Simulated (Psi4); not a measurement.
**C3H5F (allyl fluoride) at B2PLYP/def2-SVP (density fitting for correlation)**

Aim: the vertical ionisation energy of C3H5F (allyl fluoride) at B2PLYP/def2-SVP (density fitting for correlation), from 2 runs. 

The calculation is run with Psi4 1.11.

2 further runs of the same task are left out: 2 set aside as unsound or not needed.

### Step 1. The molecule

The species is C3H5F (9 atoms), meant as a singlet with charge 0. As SMILES, `C=CCF`. The shape is that of a PBE0-D4/def2-TZVP optimisation. This is one conformer, not always the lowest.

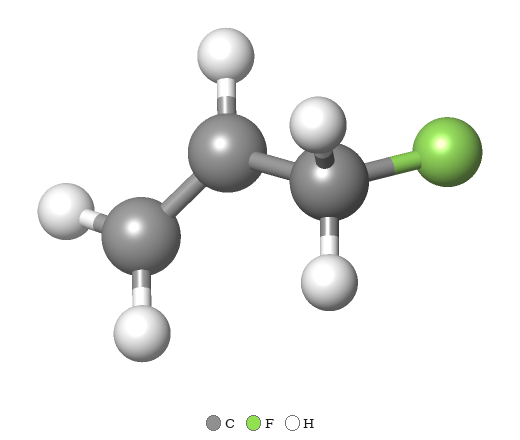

The structure, seen from a chosen angle (carbon grey, fluorine green, hydrogen white).

### Step 2. A single-point energy at B2PLYP/def2-SVP (density fitting for correlation)

calc.py

```python
import psi4

psi4.set_memory(1600000000)
psi4.set_num_threads(1)
psi4.set_output_file('psi4.out', False)

mol = psi4.geometry("""
0 1
C     -1.09226170     2.12121757    -1.14895348
C      0.66612846     0.40704701    -0.66782921
C      0.37889009    -1.61155844     1.26328191
F      0.81352710    -3.96502335     0.19331898
H     -0.79840929     3.60786512    -2.52599691
H     -2.89449351     2.10515490    -0.16837460
H      2.45626602     0.43595982    -1.67524221
H      1.75706735    -1.38101185     2.79150343
H     -1.52463104    -1.61061358     2.06868319
units bohr
symmetry c1
no_reorient
no_com
""")

psi4.set_options({
    'basis': 'def2-SVP',
    'puream': True,
    'e_convergence': 1e-09,
    'd_convergence': 1e-08,
    'scf_type': 'pk',
    'dft_radial_points': 99,
    'dft_spherical_points': 590,
    'num_frozen_docc': 4,
})

energy_value, wavefunction = psi4.energy("b2plyp", return_wfn=True)
print(f'b2plyp energy: {energy_value:.10f} Eh')
```

Started as:

```sh
$ python calc.py
```

psi4.out:

```text
[...]
  Running in c1 symmetry.
[...]
  Nuclear repulsion =  114.580608380919884
[...]
  Multiplicity = 1
[...]
  Nalpha       = 16
  Nbeta        = 16
[...]
    Number of basis functions: 81
[...]
   @RKS iter   1:  -216.44393704452457   -5.12963e-01   5.69569e-03 DIIS/ADIIS
[...]
   @RKS iter  12:  -216.56303297421897   -4.83169e-13   8.74069e-10 DIIS
[...]
    Orbital Energies [Eh]
    ---------------------
    Doubly Occupied:
       1A    -25.326845     2A    -10.702543     3A    -10.636923
       4A    -10.635710     5A     -1.323512     6A     -0.909945
       7A     -0.785455     8A     -0.660472     9A     -0.585646
      10A     -0.568549    11A     -0.553114    12A     -0.510447
      13A     -0.464782    14A     -0.418338    15A     -0.407508
      16A     -0.327340
[...]
  @RKS Final Energy:  -216.56303297421897
   => Energetics <=
    Nuclear Repulsion Energy =            114.5806083809198839
    One-Electron Energy =                -522.8196827077738362
    Two-Electron Energy =                 205.3516469501885240
    DFT Exchange-Correlation Energy =     -13.6756055975535595
    Empirical Dispersion Energy =           0.0000000000000000
    VV10 Nonlocal Energy =                  0.0000000000000000
    Total Energy =                       -216.5630329742189701
[...]
 Multipole Moments:
 ------------------------------------------------------------------------------------
     Multipole            Electronic (a.u.)      Nuclear  (a.u.)        Total (a.u.)
 ------------------------------------------------------------------------------------
 L = 1.  Multiply by 2.5417464519 to convert [e a0] to [Debye]
 Dipole X            :         -6.1448071            6.0340845           -0.1107226
 Dipole Y            :         27.7433655          -27.0276189            0.7157466
 Dipole Z            :          1.3526651           -1.0905610            0.2621041
 Magnitude           :                                                    0.7702280
[...]
```

The script printed:

```text
b2plyp energy: -216.7556343434 Eh
```

Wall time 15 s (1 thread of Intel Xeon Platinum 8488C (Sapphire Rapids), shared host); peak memory 0.83 GiB.

### Step 3. The doublet cation at the same level

c3h5f.xyz

```xyz
9
C3H5F
C     -0.578000     1.122500    -0.608000
C      0.352500     0.215400    -0.353400
C      0.200500    -0.852800     0.668500
F      0.430500    -2.098200     0.102300
H     -0.422500     1.909200    -1.336700
H     -1.531700     1.114000    -0.089100
H      1.299800     0.230700    -0.886500
H      0.929800    -0.730800     1.477200
H     -0.806800    -0.852300     1.094700
```

c3h5f_ase.py

```python
import numpy as np
from ase.calculators.psi4 import Psi4
from ase.io import read

atoms = read('c3h5f.xyz')
calc = Psi4(atoms=atoms, method='b2plyp', basis='def2-SVP', memory='1600MB', num_threads=1, charge=1, multiplicity=2, label='c3h5f', reference='uks')
calc.psi4.set_options({'puream': True, 'e_convergence': 1e-09, 'd_convergence': 1e-08, 'scf_type': 'pk', 'dft_radial_points': 99, 'dft_spherical_points': 590, 'num_frozen_docc': 4, 'maxiter': 200})
atoms.calc = calc

print(f'energy: {atoms.get_potential_energy():.6f} eV')
```

Started as:

```sh
$ python c3h5f_ase.py
```

c3h5f.dat:

```text
[...]
  Running in c1 symmetry.
[...]
  Nuclear repulsion =  114.580608246719862
[...]
  Multiplicity = 2
[...]
  Nalpha       = 16
  Nbeta        = 15
[...]
    Number of basis functions: 81
[...]
   @UKS iter   1:  -216.11606305382941   -1.85089e-01   3.70026e-03 DIIS/ADIIS
[...]
   @UKS iter  17:  -216.19486407749716   -3.35376e-12   5.45553e-09 DIIS
[...]
   @S^2 Observed:                7.527633148E-01
[...]
    Orbital Energies [Eh]
    ---------------------
    Alpha Occupied:
       1A    -25.542792     2A    -10.971473     3A    -10.969874
       4A    -10.934260     5A     -1.536689     6A     -1.237489
       7A     -1.053193     8A     -0.936434     9A     -0.854100
      10A     -0.819615    11A     -0.792867    12A     -0.764319
      13A     -0.729300    14A     -0.676698    15A     -0.649951
      16A     -0.628569
    Alpha Virtual:
      17A     -0.255835    18A     -0.089071    19A     -0.079686
      20A     -0.047973    21A     -0.015604    22A     -0.009572
      23A      0.014150    24A      0.087189    25A      0.155323
[...]
  @UKS Final Energy:  -216.19486407749716
   => Energetics <=
    Nuclear Repulsion Energy =            114.5806082467198621
    One-Electron Energy =                -514.4353786963886250
    Two-Electron Energy =                 197.1869644506647319
    DFT Exchange-Correlation Energy =     -13.5270580784931322
    Empirical Dispersion Energy =           0.0000000000000000
    VV10 Nonlocal Energy =                  0.0000000000000000
    Total Energy =                       -216.1948640774971580
[...]
 Multipole Moments:
 ------------------------------------------------------------------------------------
     Multipole            Electronic (a.u.)      Nuclear  (a.u.)        Total (a.u.)
 ------------------------------------------------------------------------------------
 L = 1.  Multiply by 2.5417464519 to convert [e a0] to [Debye]
 Dipole X            :          0.8887525           -1.3622171           -0.4734646
 Dipole Y            :         -3.0304114            5.5635044            2.5330930
 Dipole Z            :         -0.4717713            0.2285317           -0.2432396
 Magnitude           :                                                    2.5884154
[...]
```

Standard output:

```text
energy: -5887.757894 eV
```

It took 30 s on 1 thread of Intel Xeon Platinum 8488C (Sapphire Rapids), shared host; peak memory 0.83 GiB.

### Step 4. What came out

Level: B2PLYP/def2-SVP (density fitting for correlation), 4 core orbitals frozen.

```
                                                                quantity          value
                                             singlet C3H5F: total energy  -216.75563 Eh
                        singlet C3H5F: HOMO energy (SCF part's orbitals)       -8.91 eV
                        singlet C3H5F: LUMO energy (SCF part's orbitals)        1.56 eV
                      singlet C3H5F: HOMO–LUMO gap (SCF part's orbitals)       10.47 eV
                                            doublet cation: total energy  -216.37111 Eh
doublet cation: HOMO energy (SCF part's orbitals) (highest over α and β)      -17.10 eV
 doublet cation: LUMO energy (SCF part's orbitals) (lowest over α and β)      -11.15 eV
                                                    doublet cation: ⟨S²⟩          0.753
                      vertical ionisation energy (to the doublet cation)      10.463 eV
```

Removing an electron at fixed nuclei costs 10.46 eV (241 kcal/mol). −ε(HOMO) before ionisation, 8.91 eV, is 1.56 eV below this ionisation energy.
